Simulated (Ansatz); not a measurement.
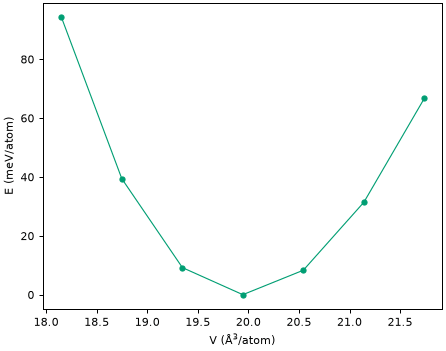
Fig. 1. LaPt$_{2}$ (cubic Laves (MgCu2 type), Fd-3m) under volume change, DFT-r²SCAN in the program Ansatz with PAW potentials, scaled uniformly.

Problem. What does a third-order Birch–Murnaghan fit give for V₀, B₀ and B′?

Solution. V₀ = 19.94 Å³/atom, B₀ = 156 GPa, B′ = 4.8.

The workflow started from an entry of the Crystallography Open Database (COD). Its standing as an ambient phase is unchecked. The r²SCAN relaxation kept the symmetry of its start; its stability against distortions is not shown here. The run is not spin-polarised. Spin–orbit coupling is left out wherever it is not named.

Potentials: the later of the program's two PAW sets.
